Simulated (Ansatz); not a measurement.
```xyz
10

C    -0.8526   -0.2854    0.8021
Cl    1.3943   -2.2506   -0.6204
F     0.6406    0.6823   -0.9873
Si   -1.1289    0.9401   -0.5844
Si    0.9318   -0.5550    0.3395
H    -1.8274    0.4788   -1.7977
H    -1.1895    2.3747   -0.2512
H    -1.4656   -1.1995    0.7281
H     2.0260    0.0508    1.1123
H    -0.9744    0.1433    1.8120
```

Geometry: r2SCAN-D4/def2-SVP.

These are results of Ansatz, isolated molecule in a Gaussian basis; Kohn-Sham density functional theory, functional PBE0, not measurements.

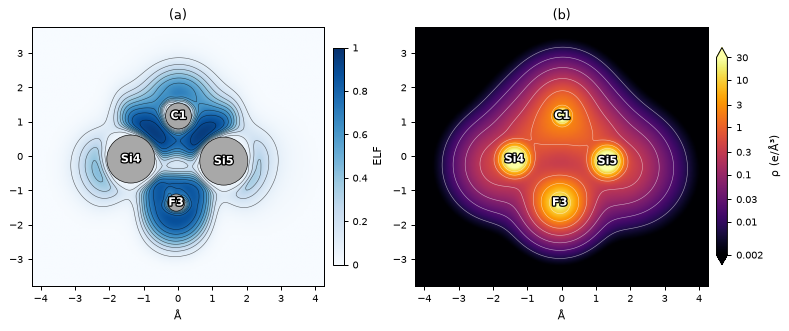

CH5ClFSi2 (charge +1). (a) ELF; (b) electron density on the plane of atoms C1, Si5 and F3. Grey discs cover the atomic cores in the ELF map.

Question: Describe what can be read from this map.

Answer:
- The plane passes through C, F and Si nuclei.
- Si–F (1.83 Å): ρ at the midpoint is about 0.65 e/Å³; the ELF peaks at about 0.85 in the valence shell of F, 0.6 Å from its nucleus, and is about 0.50 at the midpoint.
- C–Si (1.86 Å): ρ at the midpoint is about 0.98 e/Å³; the ELF peaks at about 0.95 between the atoms: a shared electron pair.
- The ELF also peaks beside F3, away from the bonds: lone-pair regions.
